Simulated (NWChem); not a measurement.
# C4H8 (methylcyclopropane): levels of theory compared

Aim: a comparison of 3 runs (wB97X/def2-SVP, B2PLYP/def2-SVP, CAM-B3LYP/def2-SVP) of C4H8 (methylcyclopropane). 

Program for the calculation: NWChem 7.3.0.

## 1. Starting point

The species is C4H8 (12 atoms), meant as a singlet with charge 0. SMILES: `CC1CC1`. Geometry: relaxed at PBE0-D4/def2-TZVP.

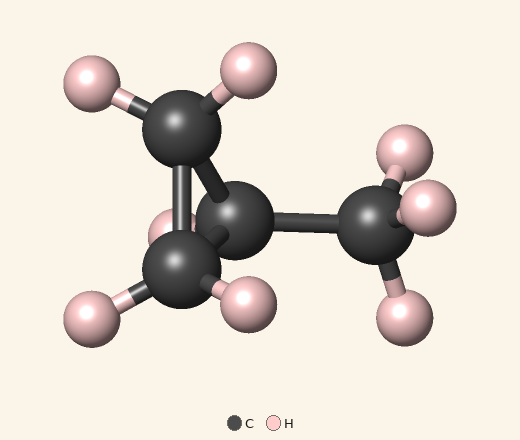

The structure, seen from a chosen angle (carbon dark grey, hydrogen pink).

## 2. Energy and gradient at wB97X/def2-SVP (run 1)

work.nw reads:

```
start work
title "C4H8"
memory stack 880 mb heap 220 mb global 1100 mb

geometry units angstrom noautosym nocenter noautoz
  C    -0.930100    1.036200   -0.440400
  C    -0.402900   -0.134500    0.337700
  C     1.045700   -0.195600    0.710600
  C     0.495500   -1.131900   -0.325100
  H    -1.829400    0.769600   -1.002800
  H    -1.181000    1.872900    0.217600
  H    -0.184100    1.390700   -1.157200
  H    -1.092100   -0.541300    1.071500
  H     1.317400   -0.603500    1.676300
  H     1.683100    0.612900    0.371600
  H     0.763100   -0.952500   -1.360100
  H     0.391900   -2.178100   -0.065700
end

basis spherical bse
  * library def2-SVP
end

dft
  xc wb97x
  mult 1
  grid fine
  convergence energy 1e-08
  maxiter 100
  mulliken
  print low
end

task dft gradient
```

Launch:

```
$ nwchem work.nw > work.out
```

Standard output:

```text
[...]
 d= 0,ls=0.0,diis     1   -157.0267038708 -2.82D+02  4.72D-03  2.23D-01     4.8
[...]
 d= 0,ls=0.0,diis     8   -157.0597461161 -1.27D-09  4.13D-07  3.15D-10    38.8
         Total DFT energy =     -157.059746116147
      One electron energy =     -456.430731234617
           Coulomb energy =      199.230810735956
    Exchange-Corr. energy =      -24.649075183464
 Nuclear repulsion energy =      124.789249565978
[...]
                         DFT ENERGY GRADIENTS
    atom               coordinates                        gradient
                 x          y          z           x          y          z
   1 C      -1.757634   1.958134  -0.832235    0.000291   0.000752  -0.000768
   2 C      -0.761371  -0.254168   0.638160   -0.003371  -0.000158   0.001911
   3 C       1.976086  -0.369630   1.342839    0.003702   0.002266   0.002855
   4 C       0.936359  -2.138981  -0.614350    0.000229  -0.003742  -0.003597
   5 H      -3.457065   1.454333  -1.895017    0.004491   0.001174   0.002824
   6 H      -2.231766   3.539268   0.411204    0.001324  -0.004248  -0.003184
   7 H      -0.347899   2.628042  -2.186791   -0.003703  -0.001991   0.003770
   8 H      -2.063770  -1.022909   2.024841    0.004719   0.002584  -0.004849
   9 H       2.489525  -1.140450   3.167748   -0.001935   0.002613  -0.006702
  10 H       3.180598   1.158213   0.702222   -0.004637  -0.005614   0.002120
  11 H       1.442050  -1.799964  -2.570216   -0.001892  -0.000943   0.007234
[...]
```

It took 59 s on 1 thread of Intel Xeon 6975P-C (Granite Rapids), shared host; peak memory 0.12 GiB.

## 3. The energy at B2PLYP/def2-SVP (run 2)

c4h8.nw reads:

```
start c4h8
title "C4H8 energy"
memory stack 880 mb heap 220 mb global 1100 mb
geometry noautosym nocenter noautoz
   C       -0.930100       1.036200      -0.440400
   C       -0.402900      -0.134500       0.337700
   C        1.045700      -0.195600       0.710600
   C        0.495500      -1.131900      -0.325100
   H       -1.829400       0.769600      -1.002800
   H       -1.181000       1.872900       0.217600
   H       -0.184100       1.390700      -1.157200
   H       -1.092100      -0.541300       1.071500
   H        1.317400      -0.603500       1.676300
   H        1.683100       0.612900       0.371600
   H        0.763100      -0.952500      -1.360100
   H        0.391900      -2.178100      -0.065700
end
basis spherical bse
   * library def2-SVP
end
dft
   xc hfexch 0.53 becke88 0.47 lyp 0.73 mp2 0.27
   dftmp2 semidirect
   grid fine
   convergence energy 1e-08
   iterations 100
   mulliken
   print low
end
mp2
   freeze core 4
end
task dft
```

Launch:

```
$ nwchem c4h8.nw > c4h8.out
```

Standard output:

```text
[...]
 d= 0,ls=0.0,diis     1   -156.6805409026 -2.81D+02  4.97D-03  2.18D-01     2.0
[...]
 d= 0,ls=0.0,diis     8   -156.7165747121 -2.14D-10  2.16D-07  7.45D-10    13.8
         Total DFT energy =     -156.716574712125
      One electron energy =     -456.314703206888
           Coulomb energy =      199.128831343325
    Exchange-Corr. energy =      -24.319952414540
 Nuclear repulsion energy =      124.789249565978
[...]
      Total Density - Mulliken Population Analysis
     ---------------------------------------------
    Atom       Charge   Shell Charges
 -----------   ------   -------------------------------------------------------
    1 C    6     5.92   1.99  0.89  0.09  2.10  0.82  0.03
    2 C    6     6.20   1.99  0.89  0.32  2.12  0.84  0.05
    3 C    6     6.04   1.99  0.88  0.21  2.11  0.81  0.04
    4 C    6     6.04   1.99  0.88  0.21  2.11  0.81  0.04
    5 H    1     0.98   0.75  0.20  0.02
    6 H    1     0.98   0.75  0.20  0.02
    7 H    1     1.00   0.76  0.22  0.02
    8 H    1     0.97   0.76  0.19  0.02
    9 H    1     0.97   0.75  0.19  0.02
   10 H    1     0.97   0.75  0.19  0.02
[...]
  Basis functions       =     96
[...]
```

Wall time 16 s (1 thread of Intel Xeon 6975P-C (Granite Rapids), shared host); peak memory 0.27 GiB.

## 4. Energy and forces at CAM-B3LYP/def2-SVP (run 3)

sp.xyz reads:

```xyz
12

C     -0.930100     1.036200    -0.440400
C     -0.402900    -0.134500     0.337700
C      1.045700    -0.195600     0.710600
C      0.495500    -1.131900    -0.325100
H     -1.829400     0.769600    -1.002800
H     -1.181000     1.872900     0.217600
H     -0.184100     1.390700    -1.157200
H     -1.092100    -0.541300     1.071500
H      1.317400    -0.603500     1.676300
H      1.683100     0.612900     0.371600
H      0.763100    -0.952500    -1.360100
H      0.391900    -2.178100    -0.065700
```

sp.nw reads:

```
start sp
memory 2200 mb
geometry noautosym nocenter noautoz
 load format xyz sp.xyz
end
basis spherical bse
 * library def2-SVP
end
dft
 xc xcamb88 1.00 lyp 0.81 vwn_5 0.19 hfexch 1.00
 cam 0.33 cam_alpha 0.19 cam_beta 0.46
 grid fine
 convergence energy 1e-08
 direct
 maxiter 100
 mulliken
 noprint "final vectors analysis"
end
task dft gradient
```

Launch:

```
$ nwchem sp.nw > sp.out
```

Standard output:

```text
[...]
          Wavefunction type:  closed shell.
          No. of atoms     :    12
          No. of electrons :    32
[...]
          Charge           :     0
          Spin multiplicity:     1
[...]
          AO basis - number of functions:    96
[...]
              XC Information
              --------------
                     Hartree-Fock (Exact) Exchange  1.000
                   CAM-Becke88 Exchange Functional  1.000
                      VWN V Correlation Functional  0.190 local
              Lee-Yang-Parr Correlation Functional  0.810
[...]
 d= 0,ls=0.0,diis     1   -156.9603192716 -2.82D+02  6.26D-03  2.67D-01     4.6
[...]
 d= 0,ls=0.0,diis     8   -156.9964781601 -5.02D-10  2.86D-07  3.34D-10    37.2
         Total DFT energy =     -156.996478160093
      One electron energy =     -456.464720872813
           Coulomb energy =      199.265610978509
    Exchange-Corr. energy =      -24.586617831767
 Nuclear repulsion energy =      124.789249565978
[...]
      Total Density - Mulliken Population Analysis
     ---------------------------------------------
    Atom       Charge   Shell Charges
 -----------   ------   -------------------------------------------------------
    1 C    6     5.91   1.98  0.89  0.05  2.14  0.81  0.03
    2 C    6     6.15   1.98  0.89  0.26  2.15  0.82  0.05
    3 C    6     6.03   1.98  0.89  0.18  2.15  0.79  0.04
    4 C    6     6.03   1.98  0.89  0.18  2.15  0.79  0.04
    5 H    1     0.99   0.74  0.22  0.02
    6 H    1     0.99   0.74  0.22  0.02
    7 H    1     1.00   0.74  0.24  0.02
    8 H    1     0.99   0.75  0.21  0.02
    9 H    1     0.98   0.74  0.21  0.02
   10 H    1     0.98   0.74  0.21  0.02
[...]
  wavefunction    = closed shell
[...]
```

Wall time 57 s (1 thread of Intel Xeon 6975P-C (Granite Rapids), shared host); peak memory 0.12 GiB.

## 5. All runs side by side

```csv
run,level,task,frozen core orbitals,energy (Eh),largest force (eV/Å),wall time
1,wB97X/def2-SVP,gradient,–,-157.059746,0.390,59 s
2,B2PLYP/def2-SVP,energy,4,-156.902169,–,16 s
3,CAM-B3LYP/def2-SVP,gradient,–,-156.996478,0.355,57 s
```

## 6. Outcome

| quantity | value |
| --- | --- |
| run 3: total energy | -156.99648 Eh |
| run 3: dipole moment | 0.14 D |
| run 3: largest force on an atom | 0.355 eV/Å |

In words: Totals of different functionals can't be ranked against each other. All runs together took 2.2 min, the longest 59 s.
